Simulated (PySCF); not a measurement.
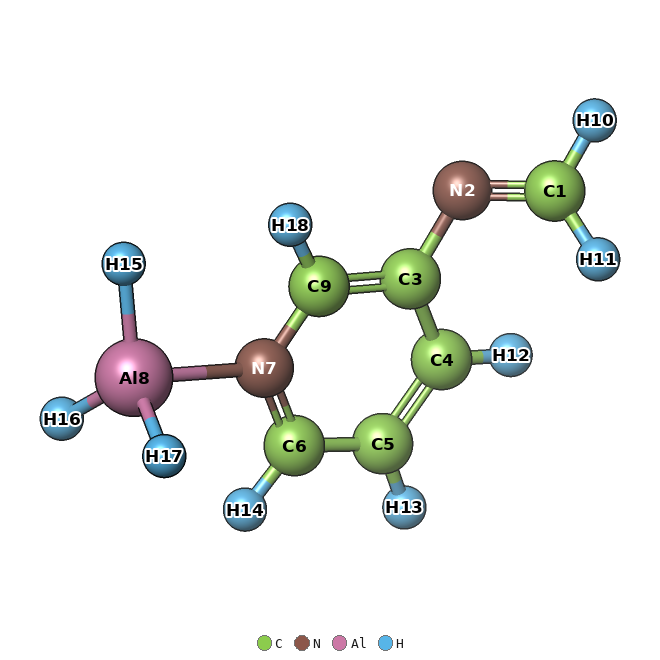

Computed geometry: PBE0-D3(BJ)/def2-SVP optimisation. No frequency run is at hand to confirm it as a minimum. Method: delta-SCF UKS SCAN, pcX-2 on the ionised atom, pcseg-1 elsewhere, spin-free X2C (PySCF 2.14.0).

Give the core-electron binding energies (to vacuum; p and d levels without spin–orbit splitting) of C1 1s, N2 1s, C3 1s, C4 1s, C5 1s, C6 1s, N7 1s, Al8 1s, Al8 2p, C9 1s.

| atom | level | binding energy (eV) |
| --- | --- | --- |
| C1 | 1s | 292.1 |
| N2 | 1s | 405.7 |
| C3 | 1s | 292.3 |
| C4 | 1s | 291.4 |
| C5 | 1s | 291.4 |
| C6 | 1s | 291.9 |
| N7 | 1s | 406.2 |
| Al8 | 1s | 1565.0 |
| Al8 | 2p | 78.7 |
| C9 | 1s | 291.9 |
